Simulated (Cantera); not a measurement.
Feed: 1 mol SiH4, 45 mol N2, 20 mol H2, equilibrated at 15.0 mbar.

Equilibrium computed with Cantera from the NASA thermochemical tables; the gas is ideal and each condensed phase is pure. Candidate condensed phases: Si, Si3N4; 18 gas species. N2 is the only nitrogen source here; it is nearly inert below about 1500 K, so the nitride shown seldom forms there in practice. The tables' values for SiN are old estimates; treat these amounts as uncertain. Gases not in the tables: Si2H6 and higher silanes. Rates play no part.

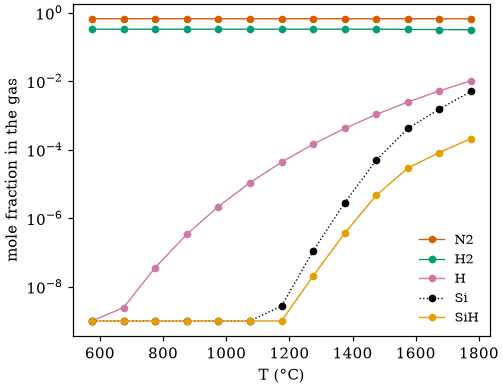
Fig. 1. Equilibrium gas composition (values under 1e-9 drawn at 1e-9)

Task: Read off the mole fractions at 1075 °C.

Result: N2 about 0.67, H2 about 0.33, H about 1.1e-5.
